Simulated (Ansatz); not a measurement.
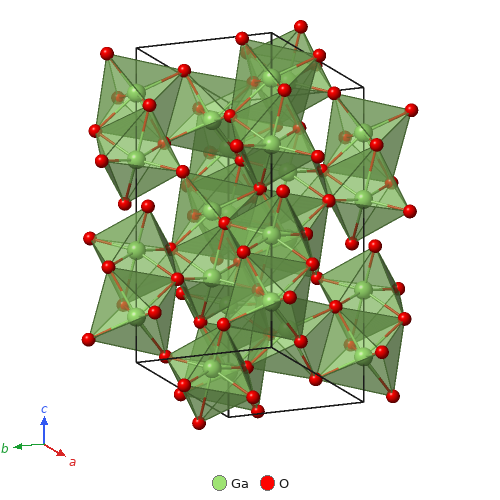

Polyhedra are drawn about Ga (bonds: Ga–O below 2.4 Å); other atoms are plain spheres.

System Ga₂O₃ (space group R-3c, No. 167); source of the atomic positions: the end point of a relaxation with DFT, PBE, plane waves, PAW (Ansatz 0.2.0); the starting structure was generated, so it need not be a known form of this composition.

> What figure surrounds each Ga atom, and what does it share with the other drawn polyhedra?

Ga: GaO6 octahedron, sharing corners with nine neighbours, edges with three neighbours and a face with one neighbour.

> What is the connectivity of the polyhedra: isolated, groups, chains, layers or framework?

They form a three-dimensional framework of corner-, edge- and face-sharing octahedra.

> How far apart are the centres of linked polyhedra?

Centre to centre across a shared corner: 3.36 to 3.70 Å; across a shared edge: 2.98 Å; across a shared face: 2.88 Å.
